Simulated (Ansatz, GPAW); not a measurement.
# A 4-layer slab of Cu(100) in an electric field

Aim: the dipole that a field along the normal induces in a 4-layer slab of Cu(100).

Method: Ansatz plane waves; slab in vacuum with a dipole correction, relaxation, in the first sound run; inputs show where later runs differ, in GPAW 26.7.0 and Ansatz 0.2.0.

**1. The starting structure**

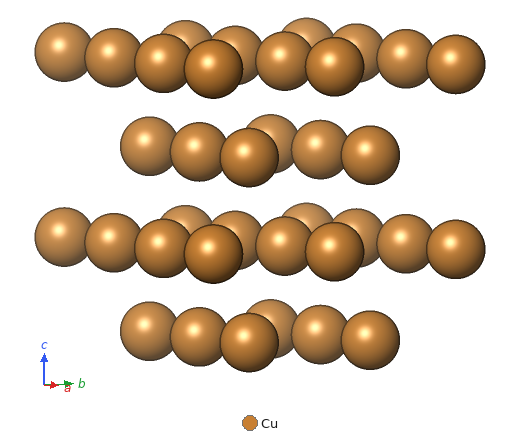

The cell as given, from the side, with the c axis up (copper orange). 3×2×1 cells are drawn. Some periodic images of atoms are drawn too.

The cell holds 4 atoms: 4 Cu. Its edges and angles: a = 2.553 Å, b = 2.553 Å, c = 21.415 Å, α = 90.0°, β = 90.0°, γ = 90.0°. Vacuum lies along c.

**2. Relaxing the atoms**

Forces are removed first; all later runs use this geometry. The lowest 2 atoms are held at bulk positions and keep their forces.

Input file input.yaml:

```yaml
crystal:
  lattice:
    - [2.5526554801, 0.0, 0.0]
    - [0.0, 2.5526554801, 0.0]
    - [0.0, 0.0, 21.415]
  atoms:
    - { symbol: Cu, position: [0.5, 0.5, 0.3735699276] }
    - { symbol: Cu, position: [0.0, 0.0, 0.4578566425] }
    - { symbol: Cu, position: [0.5, 0.5, 0.5421433575] }
    - { symbol: Cu, position: [0.0, 0.0, 0.6264300724] }
kpoints:
  mp_grid: { grid: [12, 12, 1] }
hamiltonian:
  xc: pbe
scf:
  occupations: { method: fermi_dirac, width: 0.1 }
efield:
  axis: 3
  dipole_correction: true
  ramp_width: 0.05
relax:
  f_tol: 0.02
  max_steps: 60
  constraints: [{ sites: [0, 1] }]
output:
  write_potential: true
  write_density: true
  volumetric_format: npy
```

Launch:

```console
$ ansatz run input.yaml --threads 4 --pin off --max-ram 8192MiB --backend cpu --events-out ev --progress --plain --runs-dir out
```

Numbers of over 12 decimals in the logs are rounded to 6 here.

The log of the run:

```text
Engine: ansatz 0.2.0, x86_64-unknown-linux-gnu
Pseudopotentials: kind: paw
Pseudopotential: Cu, paw, valence charge 19, recommended cutoff 420 eV (normal), Cu.paw.azcp
Functional definition: PBE
  parameter kappa = 0.804
  parameter beta = 0.066725
  exchange = pbe_x(kappa = kappa, mu = beta*pi^2/3)
  correlation = pbe_c(beta = beta)
Crystal: 4 atoms, lattice volume = 139.541 Å³
Basis set: ecut = 420 eV, 2755 PW (Γ), exchange–correlation on 36×36×288 points (8 copies of the dense FFT grid, shifted against one another)
Bands: 46, of which v1, the nominal top of the filled ones, is band 38 counted from 1 (37 counted from 0)
Symmetry: 8 space group operations
k-points: 28 of 144
Non-local potential: Cu, projectors of the file, l = 0: 3, l = 1: 2, l = 2: 3, l = 3: 1
PAW form: soft (Blöchl's): semilocal exchange-correlation on the pseudo side does not see the compensation charge
PAW one-centre angular grid: Cu, 590 points (default); XC on 64 Gauss nodes
Initial density: superposition of atomic densities (neutral atoms: chi_scale 0, normalization atom), corrected by the library's trained network
Initial wavefunctions: pseudopotential atomic-orbital guess
Functional: x = pbe(κ = 0.804, μ = 0.219515), c = pbe(β = 0.066725)
SCF iter   1: F=—  HF=-26499.487997 eV  |F-HF|=—  |Δ(HF+E_count)|=         —  Δρ=1.50e-3  dr2=1.09e-2  ethr=1.77e-3  p=0.000 e·Å  D=9.06e-14 V/Å  ΔV_dip=-0.00 eV  dr2_dipole=2.72e-9  V_vac-E_F(+/−)=4.49/4.49 eV  ⟨swp⟩=8.2  Hψ=5570  notcnv=0  defer=11
efield: sawtooth ramp at fractional position 0.9750 (placed from the atoms, in the widest stretch of the axis that holds none; the zero of the levels goes with the place), width 0.0500; the density the first Hamiltonian is built on has a dipole p = 0.000 e·Å; the dipole correction subtracts the counter field D = 9.06e-14 V/Å, which shifts the + side's vacuum level by -0.00 eV against the − side's; the planar-averaged density in the ramp window peaks in size at 5.7e-5 e/Å³
preconditioner: auto → LDOS  [metal: Δε(μ)=0.060 eV  Ē_g=8.121 eV  σ=0.100 eV  W_gap=0.15  n_scr=20 (ndim 8)  ℏωp=20.9 eV  f_vac=0.607  D(μ)=1.29/eV (n_scr^D=8)  β→1.0]
SCF iter   2: F=—  HF=-26499.491849 eV  |F-HF|=—  |Δ(HF+E_count)|=   3.85e-3  Δρ=1.28e-3  dr2=2.47e-3  ethr=1.43e-5  p=0.000 e·Å  D=1.91e-5 V/Å  ΔV_dip=-0.00 eV  dr2_dipole=1.00e-7  V_vac-E_F(+/−)=4.58/4.58 eV  ⟨swp⟩=2.6  Hψ=2768  notcnv=0  defer=40
SCF iter   3: F=—  HF=-26499.492130 eV  |F-HF|=—  |Δ(HF+E_count)|=   2.82e-4  Δρ=1.73e-3  dr2=2.35e-3  ethr=3.24e-6  p=-0.000 e·Å  D=-3.56e-5 V/Å  ΔV_dip=0.00 eV  dr2_dipole=3.73e-7  V_vac-E_F(+/−)=4.57/4.57 eV  ⟨swp⟩=2.8  Hψ=2592  notcnv=0  defer=40
SCF iter   4: F=—  HF=-26499.491613 eV  |F-HF|=—  |Δ(HF+E_count)|=   5.18e-4  Δρ=7.50e-4  dr2=6.01e-4  ethr=3.09e-6  p=0.000 e·Å  D=5.28e-5 V/Å  ΔV_dip=-0.00 eV  dr2_dipole=1.04e-7  V_vac-E_F(+/−)=4.57/4.57 eV  ⟨swp⟩=2.3  Hψ=2081  notcnv=0  defer=40
SCF iter   5: F=—  HF=-26499.491509 eV  |F-HF|=—  |Δ(HF+E_count)|=   1.04e-4  Δρ=1.61e-4  dr2=3.25e-5  ethr=7.91e-7  p=0.000 e·Å  D=3.32e-6 V/Å  ΔV_dip=-0.00 eV  dr2_dipole=8.18e-11  V_vac-E_F(+/−)=4.58/4.58 eV  ⟨swp⟩=2.0  Hψ=1692  notcnv=0  defer=40
SCF iter   6: F=-26499.491500 eV  HF=-26499.491507 eV  |F-HF|=6.72e-6  |Δ(HF+E_count)|=   2.27e-6  Δρ=8.55e-5  dr2=6.68e-6  ethr=1.32e-8  p=0.000 e·Å  D=2.27e-5 V/Å  ΔV_dip=-0.00 eV  dr2_dipole=2.52e-9  V_vac-E_F(+/−)=4.58/4.58 eV  ⟨swp⟩=12.2  Hψ=12508  notcnv=0
SCF 1 converged in 6 iterations: F = -26499.491500 eV  dr2 = 6.68e-6
  greatest PAW one-centre occupation: 1.000 electrons in one spin orbital (limit 2), on the Cu atom at site 3 (counted from 0), in its partial waves of l = 0
relax step   1: F+E_penalty+E_count = -26499.49150021 eV  Δ(F+E_penalty+E_count) = +0.000e0 eV  max|allowed force component| = 2.182e-1 eV/Å  Δτ_max = 0.0000 Å  (6 SCF iters, dr2 threshold 1.00e-5 eV, accepted)
Initial density: handed on by an earlier stage of this run
Initial wavefunctions: those handed on with the density
iter 1 solved again at ethr=4.81e-7 eV; its pass at ethr=3.10e-3 eV (dr2=3.66e-4 eV) is discarded
SCF iter   1: F=—  HF=-26499.493641 eV  |F-HF|=—  |Δ(HF+E_count)|=         —  Δρ=7.51e-4  dr2=3.72e-4  ethr=4.81e-7  p=0.000 e·Å  D=2.28e-5 V/Å  ΔV_dip=-0.00 eV  dr2_dipole=4.69e-7  V_vac-E_F(+/−)=4.58/4.58 eV  ⟨swp⟩=2.8  Hψ=4256  notcnv=0  defer=54
efield: sawtooth ramp at fractional position 0.9750 (handed on by an earlier solve), width 0.0500; the density the first Hamiltonian is built on has a dipole p = 0.000 e·Å; the dipole correction subtracts the counter field D = 2.28e-5 V/Å, which shifts the + side's vacuum level by -0.00 eV against the − side's; the planar-averaged density in the ramp window peaks in size at 3.3e-5 e/Å³
preconditioner: auto → LDOS  [metal: Δε(μ)=0.090 eV  Ē_g=8.182 eV  σ=0.100 eV  W_gap=0.22  n_scr=20 (ndim 8)  ℏωp=20.9 eV  f_vac=0.606  D(μ)=1.28/eV (n_scr^D=8)  β→1.0]
SCF iter   2: F=—  HF=-26499.493459 eV  |F-HF|=—  |Δ(HF+E_count)|=   1.82e-4  Δρ=2.76e-4  dr2=1.20e-4  ethr=4.81e-7  p=0.000 e·Å  D=2.28e-4 V/Å  ΔV_dip=-0.00 eV  dr2_dipole=1.54e-5  V_vac-E_F(+/−)=4.58/4.58 eV  ⟨swp⟩=2.0  Hψ=2219  notcnv=0  defer=54
SCF iter   3: F=—  HF=-26499.493452 eV  |F-HF|=—  |Δ(HF+E_count)|=   6.68e-6  Δρ=3.37e-4  dr2=1.04e-4  ethr=1.57e-7  p=0.000 e·Å  D=2.26e-4 V/Å  ΔV_dip=-0.00 eV  dr2_dipole=1.52e-6  V_vac-E_F(+/−)=4.58/4.58 eV  ⟨swp⟩=2.0  Hψ=2214  notcnv=0  defer=54
SCF iter   4: F=-26499.493436 eV  HF=-26499.493438 eV  |F-HF|=1.10e-6  |Δ(HF+E_count)|=   1.45e-5  Δρ=3.00e-5  dr2=2.34e-6  ethr=3.91e-9  p=0.000 e·Å  D=1.49e-4 V/Å  ΔV_dip=-0.00 eV  dr2_dipole=2.25e-7  V_vac-E_F(+/−)=4.58/4.58 eV  ⟨swp⟩=10.9  Hψ=11352  notcnv=0
SCF 2 converged in 4 iterations: F = -26499.493436 eV  dr2 = 2.34e-6
  greatest PAW one-centre occupation: 1.000 electrons in one spin orbital (limit 2), on the Cu atom at site 0 (counted from 0), in its partial waves of l = 0
relax step   2: F+E_penalty+E_count = -26499.49343642 eV  Δ(F+E_penalty+E_count) = -1.936e-3 eV  max|allowed force component| = 1.393e-1 eV/Å  Δτ_max = 0.0117 Å  (4 SCF iters, dr2 threshold 2.97e-6 eV, accepted)
SCF iter   1: F=—  HF=-26499.495315 eV  |F-HF|=—  |Δ(HF+E_count)|=         —  Δρ=1.27e-3  dr2=1.04e-3  ethr=1.39e-5  p=0.000 e·Å  D=1.49e-4 V/Å  ΔV_dip=-0.00 eV  dr2_dipole=5.73e-8  V_vac-E_F(+/−)=4.58/4.58 eV  ⟨swp⟩=3.1  Hψ=3129  notcnv=0  defer=53
efield: sawtooth ramp at fractional position 0.9750 (handed on by an earlier solve), width 0.0500; the density the first Hamiltonian is built on has a dipole p = 0.000 e·Å; the dipole correction subtracts the counter field D = 1.49e-4 V/Å, which shifts the + side's vacuum level by -0.00 eV against the − side's; the planar-averaged density in the ramp window peaks in size at 3.1e-5 e/Å³
preconditioner: auto → LDOS  [metal: Δε(μ)=0.088 eV  Ē_g=8.181 eV  σ=0.100 eV  W_gap=0.21  n_scr=20 (ndim 8)  ℏωp=20.9 eV  f_vac=0.606  D(μ)=1.29/eV (n_scr^D=8)  β→1.0]
SCF iter   2: F=—  HF=-26499.494828 eV  |F-HF|=—  |Δ(HF+E_count)|=   4.87e-4  Δρ=4.13e-4  dr2=2.78e-4  ethr=1.37e-6  p=0.001 e·Å  D=6.91e-4 V/Å  ΔV_dip=-0.01 eV  dr2_dipole=4.01e-5  V_vac-E_F(+/−)=4.57/4.58 eV  ⟨swp⟩=2.0  Hψ=2543  notcnv=0  defer=53
SCF iter   3: F=—  HF=-26499.494803 eV  |F-HF|=—  |Δ(HF+E_count)|=   2.43e-5  Δρ=4.62e-4  dr2=1.91e-4  ethr=3.66e-7  p=0.000 e·Å  D=4.01e-4 V/Å  ΔV_dip=-0.01 eV  dr2_dipole=9.58e-7  V_vac-E_F(+/−)=4.57/4.58 eV  ⟨swp⟩=2.1  Hψ=2073  notcnv=0  defer=53
SCF iter   4: F=—  HF=-26499.494776 eV  |F-HF|=—  |Δ(HF+E_count)|=   2.73e-5  Δρ=7.75e-5  dr2=9.04e-6  ethr=2.52e-7  p=0.000 e·Å  D=5.09e-4 V/Å  ΔV_dip=-0.01 eV  dr2_dipole=6.01e-7  V_vac-E_F(+/−)=4.57/4.58 eV  ⟨swp⟩=2.0  Hψ=1805  notcnv=0  defer=53
SCF iter   5: F=-26499.494777 eV  HF=-26499.494777 eV  |F-HF|=2.13e-7  |Δ(HF+E_count)|=   8.48e-7  Δρ=2.79e-5  dr2=8.43e-7  ethr=1.60e-9  p=0.000 e·Å  D=5.03e-4 V/Å  ΔV_dip=-0.01 eV  dr2_dipole=4.61e-8  V_vac-E_F(+/−)=4.57/4.58 eV  ⟨swp⟩=10.0  Hψ=10862  notcnv=0
SCF 3 converged in 5 iterations: F = -26499.494777 eV  dr2 = 8.43e-7
relax step   3: F+E_penalty+E_count = -26499.49477683 eV  Δ(F+E_penalty+E_count) = -1.340e-3 eV  max|allowed force component| = 7.156e-4 eV/Å  Δτ_max = 0.0199 Å  (5 SCF iters, dr2 threshold 1.21e-6 eV, accepted)
iter 1 solved again at ethr=1.10e-9 eV; its pass at ethr=3.10e-3 eV (dr2=8.36e-7 eV) is discarded
SCF iter   1: F=—  HF=-26499.494778 eV  |F-HF|=—  |Δ(HF+E_count)|=         —  Δρ=2.77e-5  dr2=8.36e-7  ethr=1.10e-9  p=0.000 e·Å  D=5.03e-4 V/Å  ΔV_dip=-0.01 eV  dr2_dipole=4.59e-8  V_vac-E_F(+/−)=4.57/4.58 eV  ⟨swp⟩=1.0  Hψ=3248  notcnv=0  defer=53
efield: sawtooth ramp at fractional position 0.9750 (handed on by an earlier solve), width 0.0500; the density the first Hamiltonian is built on has a dipole p = 0.000 e·Å; the dipole correction subtracts the counter field D = 5.03e-4 V/Å, which shifts the + side's vacuum level by -0.01 eV against the − side's; the planar-averaged density in the ramp window peaks in size at 3.1e-5 e/Å³
SCF iter   2: F=—  HF=-26499.494779 eV  |F-HF|=—  |Δ(HF+E_count)|=   1.49e-7  Δρ=7.70e-5  dr2=4.77e-6  ethr=1.10e-9  p=0.000 e·Å  D=5.29e-4 V/Å  ΔV_dip=-0.01 eV  dr2_dipole=6.59e-10  V_vac-E_F(+/−)=4.57/4.58 eV  ⟨swp⟩=2.0  Hψ=2306  notcnv=0  defer=53
SCF iter   3: F=—  HF=-26499.494778 eV  |F-HF|=—  |Δ(HF+E_count)|=   9.15e-7  Δρ=1.35e-5  dr2=1.92e-7  ethr=1.10e-9  p=0.000 e·Å  D=5.30e-4 V/Å  ΔV_dip=-0.01 eV  dr2_dipole=9.57e-9  V_vac-E_F(+/−)=4.57/4.58 eV  ⟨swp⟩=2.0  Hψ=2301  notcnv=0  defer=53
SCF iter   4: F=-26499.494778 eV  HF=-26499.494778 eV  |F-HF|=4.38e-8  |Δ(HF+E_count)|=   8.33e-9  Δρ=7.25e-6  dr2=4.70e-8  ethr=1.32e-10  p=0.000 e·Å  D=5.33e-4 V/Å  ΔV_dip=-0.01 eV  dr2_dipole=2.98e-10  V_vac-E_F(+/−)=4.57/4.58 eV  ⟨swp⟩=10.0  Hψ=9119  notcnv=0
SCF 4 converged in 4 iterations: F = -26499.494778 eV  dr2 = 4.70e-8
relax step   4: F+E_penalty+E_count = -26499.49477763 eV  Δ(F+E_penalty+E_count) = -7.917e-7 eV  max|allowed force component| = 9.248e-4 eV/Å  Δτ_max = 0.0000 Å  (4 SCF iters, accepted)
NSCF: frozen V_eff on 28 k-points
the band table was solved once a step of the walk had ended and its energy, with any forces and stress, was formed, with the checks that follow a solve (7791 applications of the Hamiltonian). They found nothing against the state; the energy, forces and stress were not computed again (output.eigenvalues in the input reference)
WARN: The input density's exchange-correlation potential varies sharply where the density is thin. Do not read a vacuum level from v_tot or v_xc, or from such a field of the output density. On a cell that repeats whose density bears no net charge and no dipole along the vacuum's axis use v_es (v_loc + v_h of the components); under efield.dipole_correction with no amplitude use v_es + v_field, which holds any external [...]
SCF converged after 4 iterations
Free energy (F): -26499.494778 eV
Harris-Foulkes:  -26499.494778 eV  (|F-HF|=4.38e-8)
Internal energy: -26499.450302 eV  (E = F + TS)
E sigma→0 (E₀):  -26499.472540 eV
Entropy (-TS):   -0.044475 eV (-11.119 meV/atom)
Fermi energy:    2.699234 eV
Dipole field:    D = 0.000506 V/Å  (p = 0.000390 e·Å, saw-weighted, corrected)
Work function:   Φ+ = 4.5710 eV   Φ− = 4.5818 eV
Levels:          The Fermi level and band energies are counted from a zero that moves with the ramp; work functions are not
--- Per-component energies (eV) ---
  E_band       = -2488.919520
  E_kinetic    = 1198.304679
  E_local      = -144769.034376  (includes V_loc(G=0)·N_el)
  E_nonlocal   = 1567.141306
  E_hartree    = 70896.831349
  E_xc         = -355.048441
  E_vxc        = -457.882410  (∫ρ·V_xc dr)
  E_paw        = -6658.910410  (= ΣΔE_a)
  E_vpaw       = -1821.120011  (= ΣTr[D̂ρ^β])
  E_aug_tail   = 0.001143  (compensation charges beyond the density's cutoff)
  E_efield     = 0.000000  (sawtooth field / dipole correction)
  E_vefield    = -0.000339  (∫n·V_field dr)
  E_ewald      = 51621.264447
  E_smearing   = -0.044475  (= −TS)
  E_closure    = 0.000000  (closes the sum)
  Σ components = -26499.494778   (vs F -26499.494778, Δ=0.00e0)
--- Forces (eV/Å), atoms counted from 1 ---
  atom   1  Cu     0.00000000     0.00000000     0.10447300
  atom   2  Cu     0.00000000     0.00000000    -0.10556382
  atom   3  Cu    -0.00000000     0.00000000     0.00092475
  atom   4  Cu     0.00000000     0.00000000     0.00009967
  max |Σ_I F_I| component: 6.64e-5 eV/Å
--- Band table (eV; the first three rows and the last of 28) ---
  k-point 0: bands = [... 34 lower, 1.0213, 1.2399, 1.2689, 1.2689, 1.2694, 2.2374, 3.8154, 7.0802, ... 4 higher]
  k-point 1: bands = [... 34 lower, 1.0886, 1.1267, 1.1709, 1.2270, 1.2994, 2.5219, 4.1509, 7.2464, ... 4 higher]
  k-point 2: bands = [... 34 lower, 1.0840, 1.1078, 1.1761, 1.2373, 1.2941, 3.1559, 4.9683, 7.7374, ... 4 higher]
  k-point 27: bands = [... 34 lower, 1.6257, 1.6444, 5.1817, 5.1817, 7.3670, 7.3670, 10.1340, 10.1389, ... 4 higher]
--- Relaxed structure (4 steps of the walk, 4 accepted, 0 SCFs on fresh bases) ---
  F+E_penalty+E_count = -26499.49477763 eV   max|allowed force component| = 9.248e-4 eV/Å
  atoms:
    - { symbol: Cu, position: [0.5, 0.5, 0.3735699276] }
    - { symbol: Cu, position: [0.0, 0.0, 0.4578566425] }
    - { symbol: Cu, position: [0.5, 0.5, 0.543619] }
    - { symbol: Cu, position: [0, 0.0, 0.626604] }
```

It took 6.5 s on 4 threads of Intel Xeon 6975P-C (Granite Rapids), shared host; peak memory 0.54 GiB; 24 s of CPU time.

Step by step:

| step | energy less that of the first step (eV) | largest force component (eV/Å) |
| --- | --- | --- |
| 1 | 0.0000 | 0.2182 |
| 2 | -0.0019 | 0.1393 |
| 3 | -0.0033 | 0.0007 |
| 4 | -0.0033 | 0.0009 |

Forces are held to the 8 operations that the run works with; a distortion that breaks them can't arise in this run.

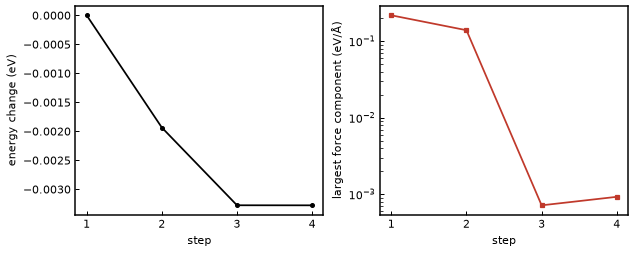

Energy and largest force along the relaxation.

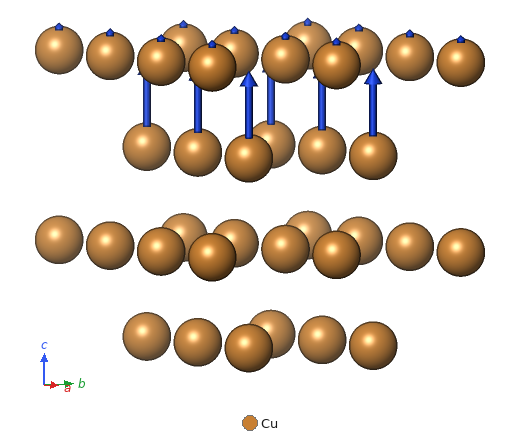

Displacements in the relaxation, exaggerated; the longest in the cell stands for 0.03 Å. 3×2×1 cells are drawn. Some periodic images of atoms are drawn too.

The atoms that moved most (Å):

| atom | dx | dy | dz | length |
| --- | --- | --- | --- | --- |
| Cu3 | 0.000 | 0.000 | 0.032 | 0.032 |

The relaxed structure:

```xyz
4
Lattice="2.5527 0.0000 0.0000 0.0000 2.5527 0.0000 0.0000 0.0000 21.4150" Properties=species:S:1:pos:R:3
Cu    1.2763    1.2763    8.0000
Cu    0.0000    0.0000    9.8050
Cu    1.2763    1.2763   11.6416
Cu    0.0000    0.0000   13.4187
```

Numbers from this step:

| Quantity | Value |
| --- | --- |
| free energy | -26499.4948 eV |
| smearing term TS | 0.04448 eV |
| symmetry operations | 8 |
| upper work function | 4.571 eV |
| lower work function | 4.582 eV |
| dipole along the normal | 3.90e-4 e·Å |
| dipole field | 5.06e-4 V/Å |
| vacuum level above | 7.270 eV |
| vacuum level below | 7.281 eV |

The electrostatic potential energy of an electron (with the applied field's), less the Fermi level, planar mean oscillates, so the rows of the table below give means over windows of 2 Å about each position, cut where the curve ends. Its maxima inside the range that stand out by 2 % of the span (Å: eV): 8.9: -1.84, 10.7: -1.58, 12.5: -2.24. Its minima: 8.0: -14.4, 9.8: -14.7, 11.6: -14.6, 13.4: -14.4.

Table of electrostatic potential energy of an electron (with the applied field's), less the Fermi level, planar mean by z; means over each step:

| z (Å) | electrostatic potential energy of an electron (with the applied field's), less the Fermi level, planar mean (eV) |
| --- | --- |
| 0 | 4.58 |
| 2 | 4.58 |
| 4 | 4.58 |
| 6 | 4.02 |
| 8 | -7.55 |
| 10 | -8.21 |
| 12 | -8.81 |
| 14 | -5.31 |
| 16 | 4.44 |
| 18 | 4.57 |
| 20 | 4.57 |

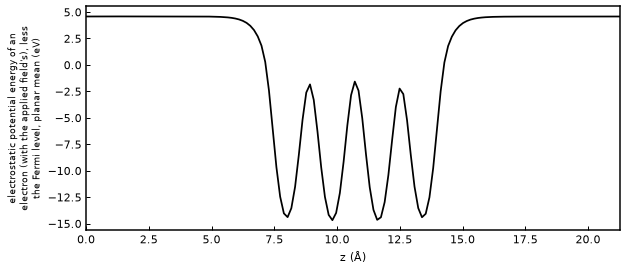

Electrostatic potential energy of an electron (with the applied field's), less the Fermi level, planar mean, plotted against z.

The valence density, planar mean oscillates, so the rows of the table below give means over windows of 1.78 Å about each position, cut where the curve ends. Its maxima inside the range that stand out by 2 % of the span (Å: e/Å³): 8.0: 4.07, 9.8: 4.10, 11.6: 4.05, 13.4: 4.06. Its minima: 8.9: 0.308, 10.7: 0.296, 12.5: 0.324.

Table of valence density, planar mean by z; means over each step:

```
z (Å)  valence density, planar mean (e/Å³)
 4.45                               3.3e-4
 6.23                               0.0316
 8.01                                 1.61
 9.79                                 1.63
11.57                                 1.63
13.35                                 1.61
15.13                               0.0381
16.91                               3.9e-4
```

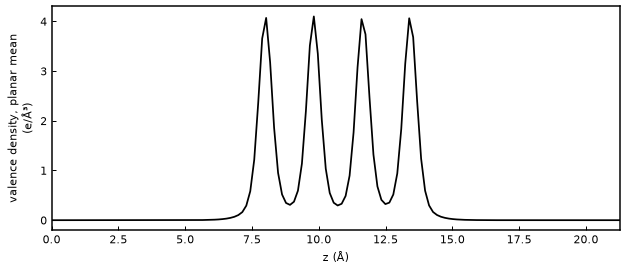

Valence density, planar mean, plotted against z.

The relaxation lowered the energy of the cell by 0.00328 eV.

(Part 1 of 3 ends here.)

[Logs are printed without paths, hosts, clocks, repeated set-up lines and the standing remarks that a program may print on its own settings, such as how far it seeks lower states.]

[Hosts, paths, dates, database ids (printed as entryN), source tags and the programs' standing remarks are cut or masked in the printed files.]
